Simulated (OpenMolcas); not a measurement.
**CH5FOSi (SMILES C[SiH](O)F): levels of theory compared**

Wanted: a comparison of 6 runs (B3LYP/6-31G*, M06-2X/def2-SVP, M06-L/def2-SVP, TPSS/def2-SVP, revPBE/def2-SVP, MP2/def2-SVP) of CH5FOSi. 

The calculation is run with OpenMolcas 26.06.

1 further run of the same task is left out (set aside as unsound or not needed).

### Step 1. The system as given

The species is CH5FOSi (9 atoms), meant as a singlet with charge 0. SMILES: `C[SiH](O)F`. The Si2–O3 distance was set to 2.124 Å, away from the relaxed value.

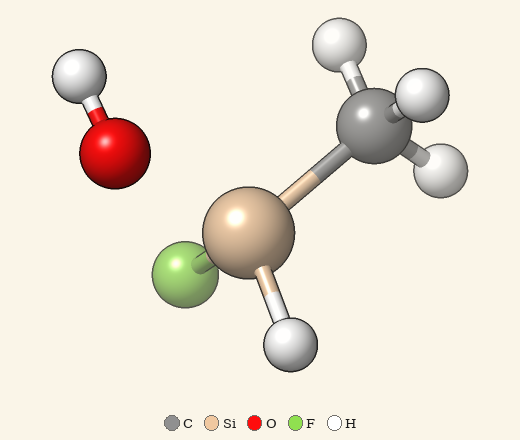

Viewed from a chosen angle; carbon grey, silicon light orange, oxygen red, fluorine green, hydrogen white.

### Step 2. A single-point energy at B3LYP/6-31G(d) (spherical functions) (run 1)

Contents of run.inp:

```
* CH5FOSi Kohn-Sham DFT

&gateway
 baslib = $CurrDir
 coord
 9
 angstrom
 C       -1.389528       0.492679      -0.143048
 Si       0.268372       0.050579      -0.836848
 O        1.699800      -0.426000       0.658800
 F        0.055772      -1.209221      -1.802348
 H       -2.089628       0.734179      -0.946648
 H       -1.312428       1.361679       0.514952
 H       -1.814328      -0.335021       0.431552
 H        0.883672       1.127979      -1.637748
 H        1.474600      -1.073100       1.328200
 basis = 6-31Gs
 group = NoSym

&seward
 gridinput
 Grid=UltraFine
 End of Grid

&scf
 ksdft = B3LYP
 thresholds = 1e-10 1e-07 1e-07 1e-05
 prorbitals = 1 1
```

The basis set 6-31G* is read from a file made from the Basis Set Exchange's data (not shown).

Run with:

```sh
$ export MOLCAS_MEM=1860
$ pymolcas run.inp > run.log
```

Log:

```text
--- Start Module: gateway ---
[...]
--- Stop Module: gateway /rc=_RC_ALL_IS_WELL_ ---
--- Start Module: seward ---
[...]
      Basis functions           70
--- Stop Module: seward /rc=_RC_ALL_IS_WELL_ ---
[...]
--- Start Module: scf ---
[...]
       Convergence after  15 Iterations
[...]
::    Total KS-DFT energy                            -505.7192637934
[...]
      Total spin, S                                     0.0000000000
[...]
      Total electronic charge=   42.000000
      Total            charge=   -0.000000
[...]
      Dipole Moment (debye):
      Origin of the operator (angstrom)=    0.2025   -0.2578   -0.6142
                   X= -2.7068E+00               Y=  7.5380E-01               Z=  4.0612E-01           Total=  2.8390E+00
      Quadrupole Moment (debye*angstrom):
[...]
--- Stop Module: scf /rc=_RC_ALL_IS_WELL_ ---
[...]
```

Run time: 28 s. Hardware: 1 thread of AMD EPYC 7R43 (Zen 3), shared host; peak memory 0.41 GiB.

### Step 3. A single-point energy at M06-2X/def2-SVP (run 2)

Contents of geom.xyz:

```xyz
9

C     -1.389528     0.492679    -0.143048
Si     0.268372     0.050579    -0.836848
O      1.699800    -0.426000     0.658800
F      0.055772    -1.209221    -1.802348
H     -2.089628     0.734179    -0.946648
H     -1.312428     1.361679     0.514952
H     -1.814328    -0.335021     0.431552
H      0.883672     1.127979    -1.637748
H      1.474600    -1.073100     1.328200
```

Contents of calc.input:

```
>>> EXPORT MOLCAS_PRINT=2

&GATEWAY
 BASLIB = $CurrDir
 COORD = geom.xyz
 BASIS = def2-SVP
 GROUP = NoSym

&SEWARD
 GRIDINPUT
 Grid=UltraFine
 End of Grid

&SCF
 KSDFT = M062X
 THRESHOLDS = 1e-10 1e-07 1e-07 1e-05
 PRORBITALS = 1 2
```

The basis set def2-SVP is read from a file made from the Basis Set Exchange's data (not shown).

Run with:

```sh
$ export MOLCAS_MEM=1860
$ pymolcas calc.input > calc.log
```

Log:

```text
--- Start Module: gateway ---
[...]
--- Stop Module: gateway /rc=_RC_ALL_IS_WELL_ ---
--- Start Module: seward ---
[...]
      Basis functions           85
--- Stop Module: seward /rc=_RC_ALL_IS_WELL_ ---
[...]
--- Start Module: scf ---
[...]
       Convergence after  15 Iterations
[...]
::    Total KS-DFT energy                            -505.3569712217
[...]
      Total spin, S                                     0.0000000000
[...]
      Total electronic charge=   42.000000
      Total            charge=   -0.000000
[...]
      Dipole Moment (debye):
      Origin of the operator (angstrom)=    0.2025   -0.2578   -0.6142
                   X= -2.7607E+00               Y=  8.7601E-01               Z=  3.3250E-01           Total=  2.9154E+00
      Quadrupole Moment (debye*angstrom):
[...]
--- Stop Module: scf /rc=_RC_ALL_IS_WELL_ ---
[...]
```

Wall time 49 s (1 thread of AMD EPYC 7R43 (Zen 3), shared host); peak memory 0.46 GiB.

### Step 4. A single-point energy at M06-L/def2-SVP (run 3)

run.inp, as its differences from that of step 2:

```diff
@@ -1,6 +1,6 @@
-* CH5FOSi Kohn-Sham DFT
+>>> EXPORT MOLCAS_PRINT=2
 
-&gateway
- baslib = $CurrDir
- coord
+&GATEWAY
+ BasLib=$CurrDir
+ Coord
  9
@@ -16,7 +16,7 @@
  H        1.474600      -1.073100       1.328200
- basis = 6-31Gs
- group = NoSym
+ Basis=def2-SVP
+ Group=NoSym
 
-&seward
- gridinput
+&SEWARD
+ GridInput
  Grid=UltraFine
@@ -24,5 +24,5 @@
 
-&scf
- ksdft = B3LYP
- thresholds = 1e-10 1e-07 1e-07 1e-05
- prorbitals = 1 1
+&SCF
+ KSDFT=M06L
+ Thresholds=1e-10 1e-07 1e-07 1e-05
+ PrOrbitals=1 1
```

The basis set def2-SVP is read from a file made from the Basis Set Exchange's data (not shown).

Run with:

```sh
$ export MOLCAS_MEM=1860
$ pymolcas run.inp > run.log
```

Log:

```text
--- Start Module: gateway ---
[...]
--- Stop Module: gateway /rc=_RC_ALL_IS_WELL_ ---
--- Start Module: seward ---
[...]
      Basis functions           85
--- Stop Module: seward /rc=_RC_ALL_IS_WELL_ ---
[...]
--- Start Module: scf ---
[...]
       Convergence after  16 Iterations
[...]
::    Total KS-DFT energy                            -505.4367314070
[...]
      Total spin, S                                     0.0000000000
[...]
      Total electronic charge=   42.000000
      Total            charge=   -0.000000
[...]
      Dipole Moment (debye):
      Origin of the operator (angstrom)=    0.2025   -0.2578   -0.6142
                   X= -2.6709E+00               Y=  8.2506E-01               Z=  4.1068E-01           Total=  2.8255E+00
      Quadrupole Moment (debye*angstrom):
[...]
--- Stop Module: scf /rc=_RC_ALL_IS_WELL_ ---
[...]
```

It took 58 s on 1 thread of AMD EPYC 7R43 (Zen 3), shared host; peak memory 0.46 GiB.

Runs 4 to 5 aren't shown in full; the table further down has their settings and results.

### Step 5. A single-point energy at MP2/def2-SVP (run 6)

Contents of mol.xyz:

```xyz
9

C     -1.389528     0.492679    -0.143048
Si     0.268372     0.050579    -0.836848
O      1.699800    -0.426000     0.658800
F      0.055772    -1.209221    -1.802348
H     -2.089628     0.734179    -0.946648
H     -1.312428     1.361679     0.514952
H     -1.814328    -0.335021     0.431552
H      0.883672     1.127979    -1.637748
H      1.474600    -1.073100     1.328200
```

Contents of mol.input:

```
* CH5FOSi MP2
&GATEWAY
BasLib=$CurrDir
Coord=mol.xyz
Basis=def2-SVP
Group=NoSym
&SEWARD
&SCF
Thresholds=1e-10 1e-07 1e-07 1e-05
PrOrbitals=0
&MBPT2
Frozen=8
```

The basis set def2-SVP is read from a file made from the Basis Set Exchange's data (not shown).

Run with:

```sh
$ export MOLCAS_MEM=1860
$ pymolcas mol.input > mol.log
```

Log:

```text
--- Start Module: gateway ---
[...]
--- Stop Module: gateway /rc=_RC_ALL_IS_WELL_ ---
[...]
      Basis functions           85
[...]
--- Start Module: scf ---
[...]
       Convergence after  14 Iterations
[...]
::    Total SCF energy                               -503.7999967731
[...]
      Total spin, S                                     0.0000000000
[...]
      Total electronic charge=   42.000000
      Total            charge=   -0.000000
[...]
      Dipole Moment (debye):
      Origin of the operator (angstrom)=    0.2025   -0.2578   -0.6142
                   X= -2.9885E+00               Y=  1.0598E+00               Z=  2.8261E-01           Total=  3.1834E+00
      Quadrupole Moment (debye*angstrom):
[...]
--- Stop Module: scf /rc=_RC_ALL_IS_WELL_ ---
[...]
--- Start Module: mbpt2 ---
[...]
WARNING!
Default frozen orbitals as non valence orbitals is overwritten by user input.
Default values:   5
[...]
       Reference weight ( Cref**2 )         =        0.84686
::    Total MBPT2 energy                             -504.4230930514
[...]
      Total MBPT2 calculations                           0.35      0.40
--- Stop Module: mbpt2 /rc=_RC_ALL_IS_WELL_ ---
[...]
```

Wall time 14 s (1 thread of AMD EPYC 7R43 (Zen 3), shared host); peak memory 0.47 GiB.

### Step 6. The series

| run | level | integration grid | frozen core orbitals | energy (Eh) | dipole moment (D) of the reference | HOMO energy (eV) | LUMO energy (eV) | wall time |
| --- | --- | --- | --- | --- | --- | --- | --- | --- |
| 1 | B3LYP/6-31G* (spherical functions) | UltraFine | – | -505.719264 | 2.84 | -7.15 | -0.22 | 28 s |
| 2 | M06-2X/def2-SVP | UltraFine | – | -505.356971 | 2.92 | -9.34 | 0.94 | 49 s |
| 3 | M06-L/def2-SVP | UltraFine | – | -505.436731 | 2.83 | -6.11 | -0.68 | 58 s |
| 4 | TPSS/def2-SVP | UltraFine | – | -505.512007 | 2.65 | -5.89 | -0.84 | 68 s |
| 5 | revPBE/def2-SVP | UltraFine | – | -505.335142 | 2.65 | -5.69 | -0.94 | 59 s |
| 6 | MP2/def2-SVP | – | 8 | -504.423093 | 3.18 | -12.19 | 3.73 | 14 s |

### Step 7. What came out

| quantity | value |
| --- | --- |
| run 6: total energy | -504.42309 Eh |
| run 6: dipole moment (mean-field density) | 3.18 D |
| run 6: HOMO energy (Hartree–Fock orbitals) | -12.19 eV |
| run 6: LUMO energy (Hartree–Fock orbitals) | 3.73 eV |
| run 6: HOMO–LUMO gap (Hartree–Fock orbitals) | 15.92 eV |
| run 6: correlation energy (8 core orbitals frozen) | -623.1 mEh |

What this shows: Over runs 1, 2, 3, 4, 5 the dipole moment (its size) runs from 2.65 D (revPBE/def2-SVP) to 2.92 D (M06-2X/def2-SVP). Over runs 1, 2, 3, 4, 5 the HOMO–LUMO gap runs from 4.75 eV (revPBE/def2-SVP) to 10.28 eV (M06-2X/def2-SVP). Totals of different functionals can't be ranked against each other. All runs together took 4.6 min, the longest 68 s.
